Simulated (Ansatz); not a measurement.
Potential energy curve for SMILES F[SiH3] (H3FSi). The Si1–F5 bond (Si1 also carries H, H, H; F5 carries nothing else) is pulled apart rigidly from the PBE0/def2-TZVP optimised geometry.

Levels of theory: RKS-PBE = restricted PBE/cc-pVTZ (Ansatz, a first-principles code); RKS-PBE0 = restricted PBE0/cc-pVTZ in Ansatz; RKS-B3LYP = Ansatz with restricted B3LYP/cc-pVTZ; UKS-B3LYP = unrestricted B3LYP/cc-pVTZ (Ansatz); UKS-PBE0 = unrestricted PBE0/cc-pVTZ run with Ansatz; UKS-PBE = unrestricted PBE/cc-pVTZ (Ansatz); UCCSD(T) = CCSD(T) on UHF/cc-pVTZ, frozen core in Ansatz.

Cost and agreement with UCCSD(T) over the 21 points of the scan, with UCCSD(T) as yardstick. Costs are rough ratios of core time within Ansatz on shared cores, each with its mean field (Kohn-Sham runs search longer for lower solutions than correlated ones do); the miss is the largest difference from UCCSD(T) of the curve after the mean shift, in kcal/mol.

### Question
Which of them comes closest to UCCSD(T) within 2 times the cost of the cheapest?

### Answer
RKS-PBE, 14.4 kcal/mol off at most.

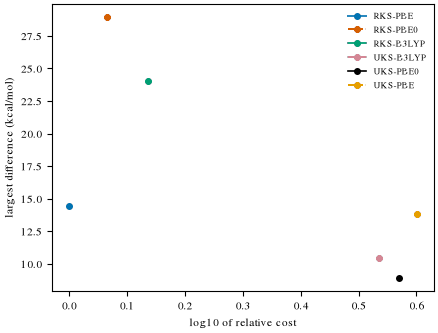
Figure: Miss against cost, one point a level.

| level | relative cost | largest difference |
|---|---|---|
| RKS-PBE | 1 | 14.4 |
| RKS-PBE0 | 1 | 29.0 |
| RKS-B3LYP | 1 | 24.0 |
| UKS-B3LYP | 3 | 10.5 |
| UKS-PBE0 | 4 | 8.9 |
| UKS-PBE | 4 | 13.8 |

Costs within a factor of two of each other count as equal.

The restricted form behind RKS-PBE, RKS-PBE0, RKS-B3LYP keeps the bonding electrons paired and can't separate into open-shell fragments. The unrestricted determinant behind UKS-B3LYP is spin-contaminated at 2.83 to 5.58 Å (<S²> up to 0.9, against 0.00 for a pure singlet). The unrestricted determinant behind UKS-PBE0 is spin-contaminated at 2.67 to 5.58 Å (<S²> up to 0.9, against 0.00 for a pure singlet). The unrestricted determinant behind UKS-PBE is spin-contaminated at 3.22 to 5.58 Å (<S²> up to 0.8, against 0.00 for a pure singlet). The unrestricted determinant behind UCCSD(T) is spin-contaminated at 2.44 to 5.58 Å (<S²> up to 1.0, against 0.00 for a pure singlet).
